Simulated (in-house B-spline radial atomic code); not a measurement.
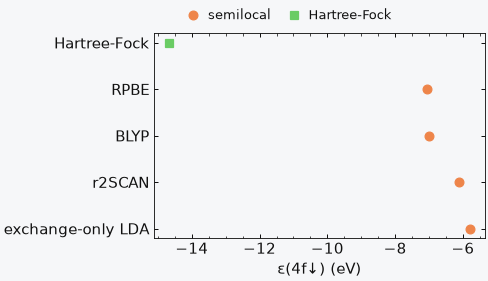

System: Tb⁺ (Z = 65, 64 electrons), configuration [Xe] 4f9 6s1 (high spin). All runs are scalar-relativistic, spin-polarised and spherical, computed with an in-house B-spline radial code (spin-free X2C). Hartree-Fock is the average over the configuration. The plot shows the eigenvalue (eV) of the 4f down orbital by 5 methods.

Rank the methods.

The deepest is Hartree-Fock (−14.7) and the shallowest exchange-only LDA (−5.79), a spread of 8.89 eV. In order (eV): Hartree-Fock (−14.7), RPBE (−7.07), BLYP (−7.00), r2SCAN (−6.11), exchange-only LDA (−5.79). On the whole, exact exchange removes self-interaction and deepens occupied levels.
